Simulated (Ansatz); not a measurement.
```xyz
7

Al    0.0236    0.5078   -0.4884
O    -0.0654   -0.0830    2.4067
H    -0.9382   -0.1717    2.8076
F     1.4985   -0.1181   -0.8945
H    -1.3145   -0.1461   -0.9563
Cl    0.0670    2.5053    0.4206
H     0.1051    0.8858    2.4159
```

Not at a stationary point (largest force 1.4 eV/Å).

Computed with RKS PBE0/def2-SVP (Ansatz 0.2.0).

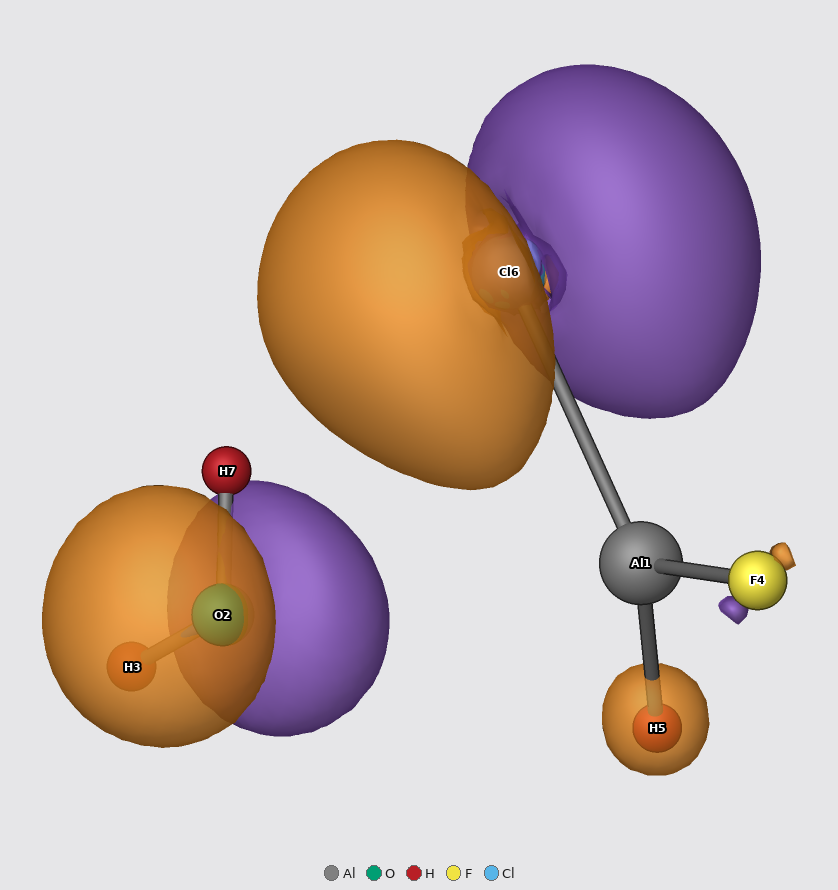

AlClFH···H2O. The HOMO−1 at ±0.1 Å⁻³ᐟ² (orange and purple are the two phases), seen across its widest extent.

### Describe this orbital and give its energy.

Its weight (Hirshfeld) is mainly on Cl6 (about 65 %) and O2 (about 25 %). Its energy is −9.13 eV.
